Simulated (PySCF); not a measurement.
**BeH₃Cl, a complex of two parts: interaction energy, part 1 of 3**

What interaction energy should one expect for `[BeH2]` with `Cl`?

Computed with PySCF 2.14.0; each step states its level. No surroundings beyond the atoms listed, unless a continuum is named. Atoms count from 0, parts from 1.

## 1. Starting point

5 atoms, charge 0, multiplicity 1; geometry: GFN2-xTB. Parts: 1 = atoms 0–2, `[BeH2]`, charge 0; 2 = atoms 3–4, `Cl`, charge 0.

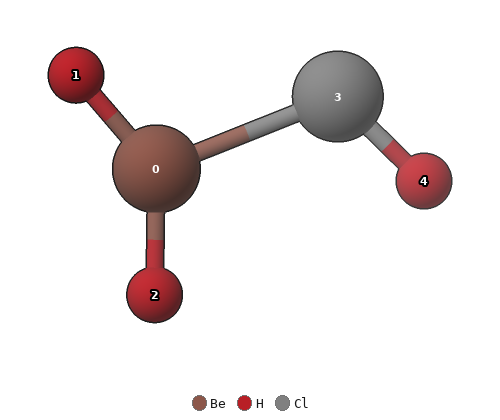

The starting geometry (beryllium brown, hydrogen red, chlorine grey), atoms numbered.

## 2. Relaxing the molecule at PBE0-D3(BJ)/def2-TZVPD

The job: settings as JSON, then the geometry in Å.

```
{"job": {"xc": "PBE0", "basis": "def2-TZVPD", "d3": "d3bj", "grid": 3, "kind": "geom", "shake": 0.01}, "charge": 0, "multiplicity": 1, "parts": [{"atoms": "0-2", "charge": 0, "multiplicity": 1}, {"atoms": "3-4", "charge": 0, "multiplicity": 1}]}
Be     0.118644    -0.174569     0.012058
H      0.423098     0.168085    -1.209469
H     -0.963929    -0.270667     0.770560
Cl     1.850041    -0.625901     1.043943
H      1.659508    -0.974873     2.256457
```

Run with:

```console
$ OMP_NUM_THREADS=1 python cluster_run.py task.json out
```

This one command runs all jobs of the session in turn.

What it wrote:

```text
step   0  E = -476.54059320  max force = 0.017499
step   1  E = -476.54565991  max force = 0.006521
step   2  E = -476.54601852  max force = 0.003610
step   3  E = -476.54639134  max force = 0.003919
step   4  E = -476.54656307  max force = 0.002856
step   5  E = -476.54666225  max force = 0.001184
step   6  E = -476.54668425  max force = 0.000363
step   7  E = -476.54668878  max force = 0.000211
optimisation converged
```

Run time: 27 s. Hardware: 1 thread of Arm Neoverse N1, shared host; peak memory 0.44 GiB.

Along the way:

```tsv
step	energy from step 0 (eV)	largest force component (eV/Å)
0	0.0000	0.8998
1	-0.1379	0.3353
2	-0.1476	0.1856
3	-0.1578	0.2015
4	-0.1624	0.1469
5	-0.1651	0.0609
6	-0.1657	0.0187
7	-0.1659	0.0109
```

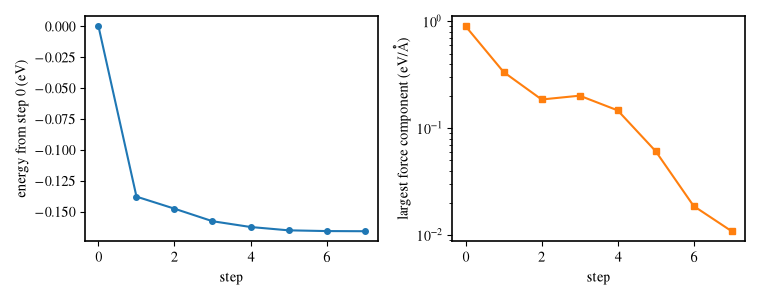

Energy and largest force along the relaxation.

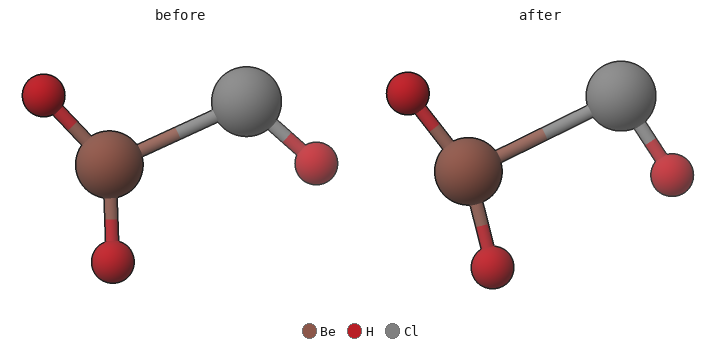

Before and after, at one scale.

Distances of close pairs at the start and the end, largest changes first:

```tsv
bond	before (Å)	after (Å)	change (Å)
Be0–Cl3	2.065	2.330	+0.264
Be0–H1	1.305	1.347	+0.042
Be0–H2	1.325	1.350	+0.025
Cl3–H4	1.276	1.284	+0.008
```

The end geometry stands in the next job.

```tsv
at the end point	value
point group (found at 0.08 Å tolerance)	Cs
rotational constants (GHz, main isotopes)	99.264, 10.490, 9.487
dipole moment (D)	3.12
```

Contacts at the end point (a selection, picked against the atoms' radii; other short pairs can be missing):

```tsv
atoms	distance (Å)	kind (by distance and angle)	angle (°)
Be0···Cl3	2.33	coordination	–
```

Against the parts relaxed at this level the binding energy is -4.92 kcal/mol, without counterpoise.

## 3. Coupled-cluster interaction energy: CCSD(T) and MP2, 2.33 Å

The job: settings as JSON, then the geometry in Å.

```
{"job": {"kind": "intercc", "basis": "aug-cc-pVDZ", "basis_mid": "aug-cc-pVTZ", "basis_large": "aug-cc-pVQZ"}, "charge": 0, "multiplicity": 1, "parts": [{"atoms": "0-2", "charge": 0, "multiplicity": 1}, {"atoms": "3-4", "charge": 0, "multiplicity": 1}]}
Be     0.023713    -0.137402    -0.043211
H      0.463918     0.177974    -1.276186
H     -0.893735    -0.336662     0.926926
Cl     2.008380    -0.649984     1.063745
H      1.485020    -0.931907     2.202320
```

Level: CCSD(T)/aug-cc-pVDZ and MP2/aug-cc-pVTZ, aug-cc-pVQZ counterpoise interaction energy, frozen core, gas phase.

What it wrote:

```text
part 1, own basis, geometry of the cluster
final grid: 21776 points
cycle   1  E = -15.7501202309  dE = -1.973e-01  |g| = 1.549e-01  |ddm| = 2.662e+00
cycle   2  E = -15.7655089801  dE = -1.539e-02  |g| = 4.387e-02  |ddm| = 4.933e-01
cycle   3  E = -15.7670303098  dE = -1.521e-03  |g| = 3.979e-03  |ddm| = 1.992e-01
cycle   4  E = -15.7670460597  dE = -1.575e-05  |g| = 7.591e-04  |ddm| = 2.096e-02
cycle   5  E = -15.7670466209  dE = -5.612e-07  |g| = 1.190e-04  |ddm| = 4.013e-03
cycle   6  E = -15.7670466335  dE = -1.262e-08  |g| = 1.001e-05  |ddm| = 5.881e-04
cycle   7  E = -15.7670466336  dE = -8.069e-11  |g| = 9.422e-07  |ddm| = 8.621e-05
converged SCF energy = -15.7670466336

part 2, own basis, geometry of the cluster
final grid: 17120 points
cycle   1  E = -460.0905482278  dE = -9.632e-02  |g| = 2.117e-01  |ddm| = 1.857e+00
cycle   2  E = -460.1055160290  dE = -1.497e-02  |g| = 8.073e-02  |ddm| = 4.464e-01
cycle   3  E = -460.1072260024  dE = -1.710e-03  |g| = 1.675e-02  |ddm| = 9.331e-02
cycle   4  E = -460.1074132395  dE = -1.872e-04  |g| = 5.210e-03  |ddm| = 2.582e-02
cycle   5  E = -460.1074345805  dE = -2.134e-05  |g| = 9.825e-04  |ddm| = 9.456e-03
cycle   6  E = -460.1074352745  dE = -6.940e-07  |g| = 2.399e-04  |ddm| = 1.824e-03
cycle   7  E = -460.1074353144  dE = -3.989e-08  |g| = 3.081e-05  |ddm| = 6.649e-04
cycle   8  E = -460.1074353149  dE = -5.185e-10  |g| = 5.356e-06  |ddm| = 7.708e-05
converged SCF energy = -460.1074353149

part 1, own basis, relaxed alone
final grid: 21776 points
cycle   1  E = -15.7556568766  dE = -1.973e-01  |g| = 1.535e-01  |ddm| = 2.679e+00
cycle   2  E = -15.7705661191  dE = -1.491e-02  |g| = 4.275e-02  |ddm| = 4.909e-01
cycle   3  E = -15.7719273632  dE = -1.361e-03  |g| = 2.800e-03  |ddm| = 1.945e-01
cycle   4  E = -15.7719336215  dE = -6.258e-06  |g| = 2.454e-04  |ddm| = 1.598e-02
cycle   5  E = -15.7719336628  dE = -4.132e-08  |g| = 2.423e-05  |ddm| = 2.085e-03
cycle   6  E = -15.7719336632  dE = -4.654e-10  |g| = 2.894e-06  |ddm| = 2.060e-04
converged SCF energy = -15.7719336632

part 2, own basis, relaxed alone
final grid: 17120 points
cycle   1  E = -460.0907644993  dE = -9.218e-02  |g| = 2.112e-01  |ddm| = 1.860e+00
cycle   2  E = -460.1056295258  dE = -1.487e-02  |g| = 8.026e-02  |ddm| = 4.464e-01
cycle   3  E = -460.1073196149  dE = -1.690e-03  |g| = 1.671e-02  |ddm| = 9.277e-02
cycle   4  E = -460.1075055334  dE = -1.859e-04  |g| = 5.181e-03  |ddm| = 2.582e-02
cycle   5  E = -460.1075265963  dE = -2.106e-05  |g| = 9.734e-04  |ddm| = 9.393e-03
cycle   6  E = -460.1075272746  dE = -6.783e-07  |g| = 2.380e-04  |ddm| = 1.801e-03
cycle   7  E = -460.1075273138  dE = -3.926e-08  |g| = 3.070e-05  |ddm| = 6.599e-04
cycle   8  E = -460.1075273144  dE = -5.179e-10  |g| = 5.332e-06  |ddm| = 7.739e-05
converged SCF energy = -460.1075273144

cluster
final grid: 4552 points
cycle   1  E = -475.8751988365  dE = -1.701e-02  |g| = 5.623e-02  |ddm| = 8.326e-01
cycle   2  E = -475.8769501093  dE = -1.751e-03  |g| = 1.927e-02  |ddm| = 1.745e-01
cycle   3  E = -475.8772256982  dE = -2.756e-04  |g| = 7.397e-03  |ddm| = 6.121e-02
cycle   4  E = -475.8772715877  dE = -4.589e-05  |g| = 1.234e-03  |ddm| = 3.192e-02
cycle   5  E = -475.8772729265  dE = -1.339e-06  |g| = 2.162e-04  |ddm| = 4.476e-03
cycle   6  E = -475.8772729671  dE = -4.058e-08  |g| = 6.237e-05  |ddm| = 6.481e-04
cycle   7  E = -475.8772729700  dE = -2.931e-09  |g| = 1.838e-05  |ddm| = 1.733e-04
cycle   8  E = -475.8772729703  dE = -3.204e-10  |g| = 3.572e-06  |ddm| = 7.888e-05
converged SCF energy = -475.8772729703

part 1 in the basis of the cluster
final grid: 4552 points
cycle   1  E = -15.7670894321  dE = -4.951e-05  |g| = 1.432e-03  |ddm| = 1.560e-01
cycle   2  E = -15.7670902038  dE = -7.718e-07  |g| = 2.004e-04  |ddm| = 1.949e-02
cycle   3  E = -15.7670902247  dE = -2.084e-08  |g| = 1.642e-05  |ddm| = 3.317e-03
cycle   4  E = -15.7670902249  dE = -2.109e-10  |g| = 2.227e-06  |ddm| = 2.536e-04
converged SCF energy = -15.7670902249

part 2 in the basis of the cluster
final grid: 4552 points
cycle   1  E = -460.1075133508  dE = -8.004e-05  |g| = 1.888e-03  |ddm| = 2.107e-01
cycle   2  E = -460.1075147486  dE = -1.398e-06  |g| = 2.886e-04  |ddm| = 3.553e-02
cycle   3  E = -460.1075147921  dE = -4.347e-08  |g| = 2.550e-05  |ddm| = 7.506e-03
cycle   4  E = -460.1075147925  dE = -4.269e-10  |g| = 5.131e-06  |ddm| = 4.844e-04
converged SCF energy = -460.1075147925

Interaction energy (kcal/mol)
  counterpoise       -5.814
  uncorrected        -6.494
  dispersion part     0.000
  deformation         2.909
  binding            -2.905

Decomposition of the uncorrected value (kcal/mol)
  electrostatic     -16.618
  Pauli              26.838
  orbital           -11.976
  dispersion          0.000
  correlation        -4.737

Charge of each part in the cluster: -0.067 0.067
part 1, own basis, geometry of the cluster
final grid: 21776 points
cycle   1  E = -15.7510494686  dE = -1.980e-01  |g| = 1.567e-01  |ddm| = 2.818e+00
cycle   2  E = -15.7665500149  dE = -1.550e-02  |g| = 4.455e-02  |ddm| = 5.798e-01
cycle   3  E = -15.7680921129  dE = -1.542e-03  |g| = 4.038e-03  |ddm| = 2.453e-01
cycle   4  E = -15.7681080874  dE = -1.597e-05  |g| = 7.949e-04  |ddm| = 2.329e-02
cycle   5  E = -15.7681086766  dE = -5.892e-07  |g| = 1.292e-04  |ddm| = 4.353e-03
cycle   6  E = -15.7681086909  dE = -1.437e-08  |g| = 1.081e-05  |ddm| = 6.956e-04
cycle   7  E = -15.7681086910  dE = -8.841e-11  |g| = 9.942e-07  |ddm| = 1.031e-04
converged SCF energy = -15.7681086910

part 2, own basis, geometry of the cluster
final grid: 17120 points
cycle   1  E = -460.0941938146  dE = -9.729e-02  |g| = 2.137e-01  |ddm| = 2.004e+00
cycle   2  E = -460.1092222951  dE = -1.503e-02  |g| = 8.693e-02  |ddm| = 4.026e-01
cycle   3  E = -460.1109769894  dE = -1.755e-03  |g| = 1.749e-02  |ddm| = 1.453e-01
cycle   4  E = -460.1111771588  dE = -2.002e-04  |g| = 5.840e-03  |ddm| = 3.192e-02
cycle   5  E = -460.1112034452  dE = -2.629e-05  |g| = 1.045e-03  |ddm| = 1.412e-02
cycle   6  E = -460.1112042246  dE = -7.794e-07  |g| = 2.614e-04  |ddm| = 2.795e-03
cycle   7  E = -460.1112042700  dE = -4.535e-08  |g| = 3.870e-05  |ddm| = 7.559e-04
cycle   8  E = -460.1112042707  dE = -7.572e-10  |g| = 6.378e-06  |ddm| = 1.382e-04
converged SCF energy = -460.1112042707

part 1, own basis, relaxed alone
final grid: 21776 points
cycle   1  E = -15.7566100621  dE = -1.980e-01  |g| = 1.549e-01  |ddm| = 2.848e+00
cycle   2  E = -15.7716269809  dE = -1.502e-02  |g| = 4.336e-02  |ddm| = 5.727e-01
cycle   3  E = -15.7730076847  dE = -1.381e-03  |g| = 2.828e-03  |ddm| = 2.411e-01
cycle   4  E = -15.7730138905  dE = -6.206e-06  |g| = 2.457e-04  |ddm| = 1.817e-02
cycle   5  E = -15.7730139324  dE = -4.190e-08  |g| = 2.670e-05  |ddm| = 2.173e-03
cycle   6  E = -15.7730139330  dE = -5.560e-10  |g| = 2.892e-06  |ddm| = 3.528e-04
converged SCF energy = -15.7730139330

part 2, own basis, relaxed alone
final grid: 17120 points
cycle   1  E = -460.0944202240  dE = -9.317e-02  |g| = 2.131e-01  |ddm| = 2.008e+00
cycle   2  E = -460.1093467946  dE = -1.493e-02  |g| = 8.647e-02  |ddm| = 4.018e-01
cycle   3  E = -460.1110815689  dE = -1.735e-03  |g| = 1.744e-02  |ddm| = 1.439e-01
cycle   4  E = -460.1112804741  dE = -1.989e-04  |g| = 5.810e-03  |ddm| = 3.164e-02
cycle   5  E = -460.1113064573  dE = -2.598e-05  |g| = 1.035e-03  |ddm| = 1.396e-02
cycle   6  E = -460.1113072191  dE = -7.618e-07  |g| = 2.592e-04  |ddm| = 2.773e-03
cycle   7  E = -460.1113072637  dE = -4.454e-08  |g| = 3.849e-05  |ddm| = 7.494e-04
cycle   8  E = -460.1113072644  dE = -7.551e-10  |g| = 6.361e-06  |ddm| = 1.379e-04
converged SCF energy = -460.1113072644

cluster
final grid: 4552 points
cycle   1  E = -475.8800789084  dE = -1.707e-02  |g| = 5.828e-02  |ddm| = 8.808e-01
cycle   2  E = -475.8818586472  dE = -1.780e-03  |g| = 2.034e-02  |ddm| = 1.715e-01
cycle   3  E = -475.8821343127  dE = -2.757e-04  |g| = 7.972e-03  |ddm| = 5.857e-02
cycle   4  E = -475.8821885303  dE = -5.422e-05  |g| = 1.319e-03  |ddm| = 3.439e-02
cycle   5  E = -475.8821900289  dE = -1.499e-06  |g| = 2.428e-04  |ddm| = 5.069e-03
cycle   6  E = -475.8821900759  dE = -4.698e-08  |g| = 7.574e-05  |ddm| = 7.132e-04
cycle   7  E = -475.8821900798  dE = -3.934e-09  |g| = 2.037e-05  |ddm| = 2.295e-04
cycle   8  E = -475.8821900802  dE = -3.989e-10  |g| = 3.866e-06  |ddm| = 8.886e-05
converged SCF energy = -475.8821900802

part 1 in the basis of the cluster
final grid: 4552 points
cycle   1  E = -15.7681053605  dE = -2.462e-06  |g| = 2.827e-04  |ddm| = 6.159e-02
cycle   2  E = -15.7681053845  dE = -2.407e-08  |g| = 3.211e-05  |ddm| = 6.420e-03
cycle   3  E = -15.7681053850  dE = -4.816e-10  |g| = 2.593e-06  |ddm| = 9.386e-04
converged SCF energy = -15.7681053850

part 2 in the basis of the cluster
final grid: 4552 points
cycle   1  E = -460.1112310113  dE = -2.770e-05  |g| = 1.016e-03  |ddm| = 2.624e-01
cycle   2  E = -460.1112314544  dE = -4.431e-07  |g| = 1.462e-04  |ddm| = 3.596e-02
cycle   3  E = -460.1112314668  dE = -1.237e-08  |g| = 1.268e-05  |ddm| = 6.194e-03
cycle   4  E = -460.1112314669  dE = -1.083e-10  |g| = 2.163e-06  |ddm| = 2.753e-04
converged SCF energy = -460.1112314669

Interaction energy (kcal/mol)
  counterpoise       -6.224
  uncorrected        -6.569
  dispersion part     0.000
  deformation         2.959
  binding            -3.265

Decomposition of the uncorrected value (kcal/mol)
  electrostatic     -16.249
  Pauli              26.475
  orbital           -12.035
  dispersion          0.000
  correlation        -4.759

Charge of each part in the cluster: -0.067 0.067
part 1 in the basis of the cluster: E(HF) = -15.763631712  E2 = -0.053032259  E(CCSD corr) = -0.070216181  (T) = -0.000504697
part 2 in the basis of the cluster: E(HF) = -460.092902129  E2 = -0.160404554  E(CCSD corr) = -0.176956658  (T) = -0.004112789
cluster: E(HF) = -475.858234493  E2 = -0.218464025  E(CCSD corr) = -0.251157306  (T) = -0.005333628

Counterpoise interaction energy (kcal/mol)
  hf_small                  -1.067
  mp2_small                 -4.222
  ccsd_small                -3.567
  ccsdt_small               -4.017
  hf_large                  -1.790
  mp2_large                 -6.224
  hf_middle                 -1.674
  mp2_middle                -5.814
  scs_mp2_large             -5.157
  mp2_limit                 -6.439
  ccsdt_less_mp2             0.205
  ccsdt_limit_estimate      -6.234
  bsse_mp2_large             0.344
```

Run time: 32 s. Hardware: 1 thread of Arm Neoverse N1, shared host; peak memory 0.57 GiB.

Contacts at this geometry (a selection, picked against the atoms' radii; other short pairs can be missing):

```tsv
atoms	distance (Å)	kind (by distance and angle)	angle (°)
Be0···Cl3	2.33	coordination	–
```

Differences are taken before rounding.

```tsv
method	interaction energy (kcal/mol)	from CCSD(T), limit estimate (kcal/mol)
HF/aug-cc-pVDZ	-1.07	+5.17
MP2/aug-cc-pVDZ	-4.22	+2.01
CCSD/aug-cc-pVDZ	-3.57	+2.67
CCSD(T)/aug-cc-pVDZ	-4.02	+2.22
HF/aug-cc-pVQZ	-1.79	+4.44
MP2/aug-cc-pVQZ	-6.22	+0.01
SCS-MP2/aug-cc-pVQZ	-5.16	+1.08
MP2, extrapolated	-6.44	-0.21
CCSD(T), limit estimate	-6.23	0
```

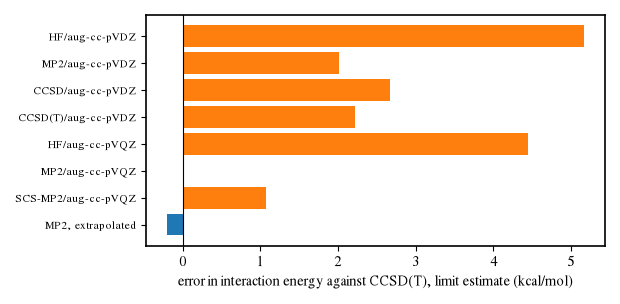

How far each level lands from CCSD(T), limit estimate.

These energies keep the parts at their geometry in the cluster; deforming them to it costs 2.96 kcal/mol (MP2).

## 4. Coupled-cluster interaction energy: CCSD(T) and MP2, 2.45 Å

Same as in step 3 but for these lines:

```diff
@@ -4,3 +4,3 @@
 H     -0.893735    -0.336662     0.926926
-Cl     2.008380    -0.649984     1.063745
-H      1.485020    -0.931907     2.202320
+Cl     2.107613    -0.675613     1.119093
+H      1.584253    -0.957536     2.257668
```

With the program's defaults for keys left out, this is: CCSD(T)/aug-cc-pVDZ and MP2/aug-cc-pVTZ, aug-cc-pVQZ counterpoise interaction energy, frozen core, gas phase.

What it wrote:

```text
part 1, own basis, geometry of the cluster: E = -15.7670466336 (as before)

part 2, own basis, geometry of the cluster: E = -460.1074353149 (as before)

part 1, own basis, relaxed alone: E = -15.7719336632 (as before)

part 2, own basis, relaxed alone: E = -460.1075273144 (as before)

cluster
final grid: 4552 points
cycle   1  E = -475.8767034287  dE = -1.247e-02  |g| = 4.738e-02  |ddm| = 6.968e-01
cycle   2  E = -475.8780009022  dE = -1.297e-03  |g| = 1.633e-02  |ddm| = 1.441e-01
cycle   3  E = -475.8782065510  dE = -2.056e-04  |g| = 6.173e-03  |ddm| = 5.139e-02
cycle   4  E = -475.8782390925  dE = -3.254e-05  |g| = 1.038e-03  |ddm| = 2.577e-02
cycle   5  E = -475.8782400246  dE = -9.321e-07  |g| = 1.785e-04  |ddm| = 3.889e-03
cycle   6  E = -475.8782400521  dE = -2.752e-08  |g| = 5.009e-05  |ddm| = 5.395e-04
cycle   7  E = -475.8782400540  dE = -1.927e-09  |g| = 1.562e-05  |ddm| = 1.401e-04
cycle   8  E = -475.8782400543  dE = -2.325e-10  |g| = 3.042e-06  |ddm| = 6.581e-05
converged SCF energy = -475.8782400543

part 1 in the basis of the cluster
final grid: 4552 points
cycle   1  E = -15.7670842656  dE = -4.393e-05  |g| = 1.342e-03  |ddm| = 1.468e-01
cycle   2  E = -15.7670849689  dE = -7.033e-07  |g| = 1.901e-04  |ddm| = 1.849e-02
cycle   3  E = -15.7670849880  dE = -1.911e-08  |g| = 1.531e-05  |ddm| = 3.148e-03
cycle   4  E = -15.7670849882  dE = -1.865e-10  |g| = 2.188e-06  |ddm| = 2.253e-04
converged SCF energy = -15.7670849882

part 2 in the basis of the cluster
final grid: 4552 points
cycle   1  E = -460.1075079818  dE = -7.464e-05  |g| = 1.818e-03  |ddm| = 1.980e-01
cycle   2  E = -460.1075093020  dE = -1.320e-06  |g| = 2.793e-04  |ddm| = 3.343e-02
cycle   3  E = -460.1075093431  dE = -4.109e-08  |g| = 2.464e-05  |ddm| = 7.014e-03
cycle   4  E = -460.1075093435  dE = -3.985e-10  |g| = 4.867e-06  |ddm| = 4.333e-04
converged SCF energy = -460.1075093435

Interaction energy (kcal/mol)
  counterpoise       -5.838
  uncorrected        -6.412
  dispersion part     0.000
  deformation         2.909
  binding            -2.929

Decomposition of the uncorrected value (kcal/mol)
  electrostatic     -12.922
  Pauli              19.347
  orbital            -8.789
  dispersion          0.000
  correlation        -4.049

Charge of each part in the cluster: -0.056 0.056
part 1, own basis, geometry of the cluster: E = -15.7681086910 (as before)

part 2, own basis, geometry of the cluster: E = -460.1112042707 (as before)

part 1, own basis, relaxed alone: E = -15.7730139330 (as before)

part 2, own basis, relaxed alone: E = -460.1113072644 (as before)

cluster
final grid: 4552 points
cycle   1  E = -475.8815525621  dE = -1.258e-02  |g| = 4.915e-02  |ddm| = 7.340e-01
cycle   2  E = -475.8828782867  dE = -1.326e-03  |g| = 1.724e-02  |ddm| = 1.401e-01
cycle   3  E = -475.8830847834  dE = -2.065e-04  |g| = 6.680e-03  |ddm| = 4.929e-02
cycle   4  E = -475.8831235337  dE = -3.875e-05  |g| = 1.117e-03  |ddm| = 2.811e-02
cycle   5  E = -475.8831245864  dE = -1.053e-06  |g| = 2.007e-04  |ddm| = 4.373e-03
cycle   6  E = -475.8831246183  dE = -3.190e-08  |g| = 6.113e-05  |ddm| = 6.127e-04
cycle   7  E = -475.8831246209  dE = -2.563e-09  |g| = 1.749e-05  |ddm| = 1.835e-04
cycle   8  E = -475.8831246212  dE = -2.993e-10  |g| = 3.316e-06  |ddm| = 7.634e-05
converged SCF energy = -475.8831246212

part 1 in the basis of the cluster
final grid: 4552 points
cycle   1  E = -15.7681054335  dE = -2.197e-06  |g| = 2.679e-04  |ddm| = 5.742e-02
cycle   2  E = -15.7681054560  dE = -2.247e-08  |g| = 3.087e-05  |ddm| = 5.797e-03
cycle   3  E = -15.7681054564  dE = -4.530e-10  |g| = 2.465e-06  |ddm| = 8.548e-04
converged SCF energy = -15.7681054564

part 2 in the basis of the cluster
final grid: 4552 points
cycle   1  E = -460.1112294352  dE = -2.615e-05  |g| = 9.869e-04  |ddm| = 2.538e-01
cycle   2  E = -460.1112298578  dE = -4.225e-07  |g| = 1.427e-04  |ddm| = 3.313e-02
cycle   3  E = -460.1112298696  dE = -1.184e-08  |g| = 1.239e-05  |ddm| = 5.609e-03
cycle   4  E = -460.1112298697  dE = -1.019e-10  |g| = 2.048e-06  |ddm| = 2.480e-04
converged SCF energy = -460.1112298697

Interaction energy (kcal/mol)
  counterpoise       -6.163
  uncorrected        -6.454
  dispersion part     0.000
  deformation         2.959
  binding            -3.204

Decomposition of the uncorrected value (kcal/mol)
  electrostatic     -12.624
  Pauli              19.106
  orbital            -8.878
  dispersion          0.000
  correlation        -4.058

Charge of each part in the cluster: -0.056 0.056
part 1 in the basis of the cluster: E(HF) = -15.763621355  E2 = -0.052995394  E(CCSD corr) = -0.070184713  (T) = -0.000503269
part 2 in the basis of the cluster: E(HF) = -460.092884287  E2 = -0.160200785  E(CCSD corr) = -0.176733797  (T) = -0.004086876
cluster: E(HF) = -475.859500985  E2 = -0.217581814  E(CCSD corr) = -0.250396285  (T) = -0.005231139

Counterpoise interaction energy (kcal/mol)
  hf_small                  -1.880
  mp2_small                 -4.632
  ccsd_small                -4.062
  ccsdt_small               -4.464
  hf_large                  -2.378
  mp2_large                 -6.163
  hf_middle                 -2.288
  mp2_middle                -5.838
  scs_mp2_large             -5.247
  mp2_limit                 -6.335
  ccsdt_less_mp2             0.168
  ccsdt_limit_estimate      -6.168
  bsse_mp2_large             0.290
```

Wall time 27 s (1 thread of Arm Neoverse N1, shared host); peak memory 0.57 GiB.

Contacts at this geometry (a selection, picked against the atoms' radii; other short pairs can be missing):

```tsv
atoms	distance (Å)	kind (by distance and angle)	angle (°)
Be0···Cl3	2.45	coordination	–
```

Differences are taken before rounding.

```tsv
method	interaction energy (kcal/mol)	from CCSD(T), limit estimate (kcal/mol)
HF/aug-cc-pVDZ	-1.88	+4.29
MP2/aug-cc-pVDZ	-4.63	+1.54
CCSD/aug-cc-pVDZ	-4.06	+2.11
CCSD(T)/aug-cc-pVDZ	-4.46	+1.70
HF/aug-cc-pVQZ	-2.38	+3.79
MP2/aug-cc-pVQZ	-6.16	0.00
SCS-MP2/aug-cc-pVQZ	-5.25	+0.92
MP2, extrapolated	-6.34	-0.17
CCSD(T), limit estimate	-6.17	0
```

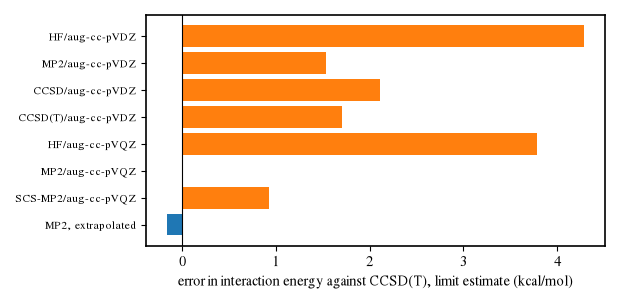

Deviations from CCSD(T), limit estimate, method by method.

These energies keep the parts at their geometry in the cluster; deforming them to it costs 2.96 kcal/mol (MP2).

(Continued in part 2 of 3.)
